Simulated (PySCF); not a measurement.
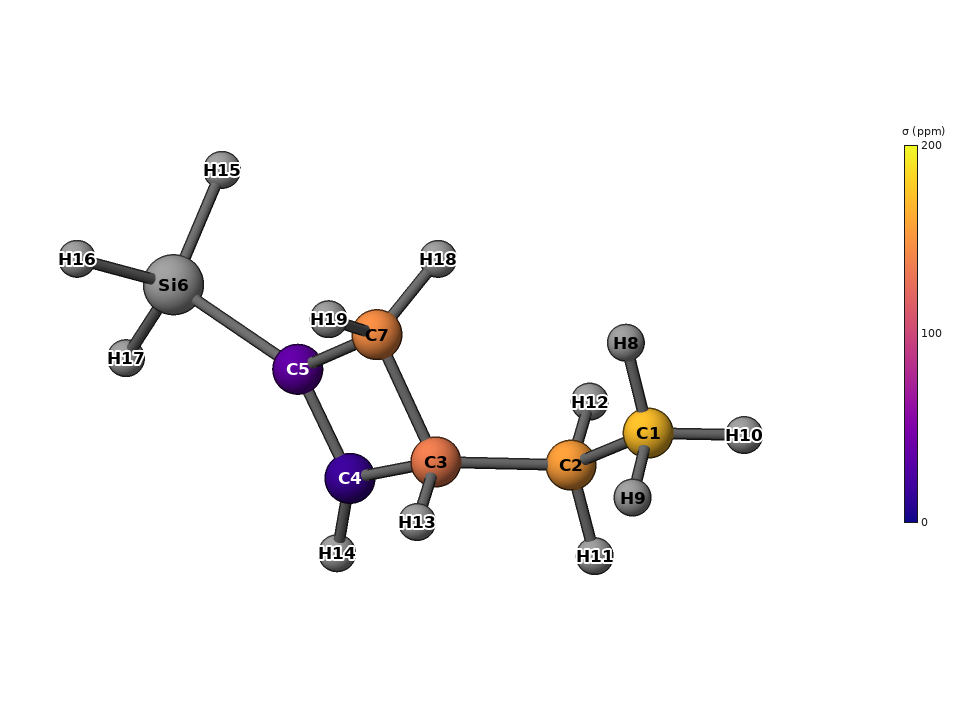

Atoms are coloured by their isotropic NMR shieldings (C only, the others grey). Computed geometry: GFN2-xTB optimisation. No frequency run is at hand to confirm it as a minimum. Method: GIAO PBE0/pcSseg-1 NMR shielding, non-relativistic, gas phase (PySCF 2.14.0).

Which C atom is the most shielded (lowest chemical shift)?

Answer. C1 (172.6 ppm).

Which C atom is the least shielded (highest chemical shift)?

Answer. C4 (18.0 ppm).

How wide is the range of C shifts?

Answer. 154.6 ppm.

List the isotropic NMR shieldings of the C atoms.

```tsv
atom	σ (ppm)
C1	172.6
C2	154.8
C3	136.2
C4	18.0
C5	36.1
C7	145.7
```

The geometry is semi-empirical. Around Si such bond lengths and angles can be off by a tenth of an ångström or more and by several degrees, and values that hang on the shape move with them.
